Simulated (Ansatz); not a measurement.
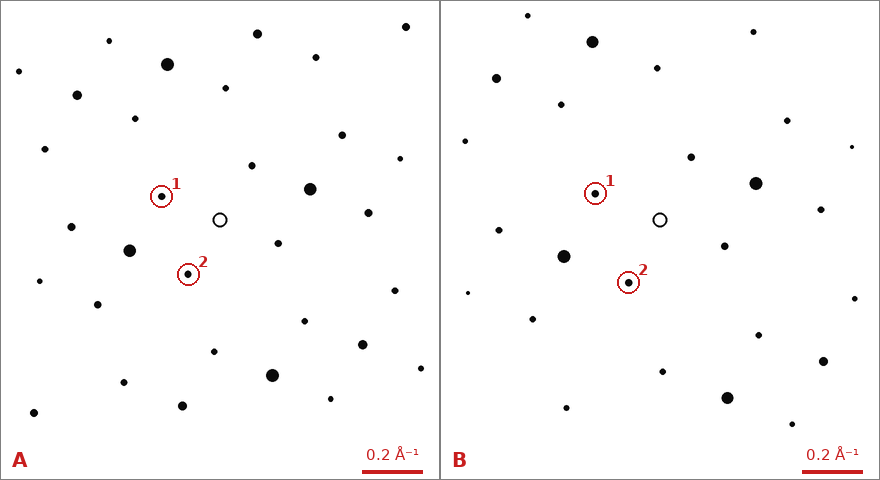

Kinematic electron diffraction patterns (300 kV, B = 0.5 Å², same scale) along [001] of the run's own cell, for the start and the end of one relaxation of CsRe2 with Ansatz 0.2.0, DFT PBE, scalar-relativistic, plane waves, PAW. k mesh 12×12×12. The start is a generated model structure, and the relaxation ends in the nearest stationary point of its symmetry, not necessarily the ground state. Spot 1 is -1 0 0 and spot 2 is 0 -1 0 in both.

Start structure:

```yaml
crystal:
  lattice:
    - [-2.21003, 2.21003, 7.68423]
    - [2.21003, -2.21003, 7.68423]
    - [2.21003, 2.21003, -7.68423]
  atoms:
    - { symbol: Cs, position: [0.00000, 0.00000, 0.00000] }
    - { symbol: Cs, position: [0.75000, 0.25000, 0.50000] }
    - { symbol: Re, position: [0.41650, 0.41650, 0.00000] }
    - { symbol: Re, position: [0.16650, 0.66650, 0.50000] }
    - { symbol: Re, position: [0.33350, 0.83350, 0.50000] }
    - { symbol: Re, position: [0.58350, 0.58350, 0.00000] }
```

> Which pattern belongs to the start structure, and which to the relaxed one?

B is the start: its cell gives d(1) = 4.248 Å, d(2) = 4.248 Å and an angle of 85.6°. A is the relaxed structure, with d(1) = 4.732 Å (+11.4 %), d(2) = 4.732 Å (+11.4 %) and 81.5°.

> Name reflections whose intensity changes strongly on relaxation.

2 1 0 goes from 5.4 to 11 % of the strongest spot.

> Summarise the relaxation behind the change.

The volume changed by +7.6 % to 26.92 Å³ an atom; with the mean shift removed, the atoms moved by up to 0.10 Å relative to the cell (Re most); the space group stayed I4_1/amd (No. 141); the free energy fell by 220 meV an atom. Relaxed cell: a = 7.132 Å, b = 7.132 Å, c = 7.132 Å, α = 137.85°, β = 137.85°, γ = 61.13°.
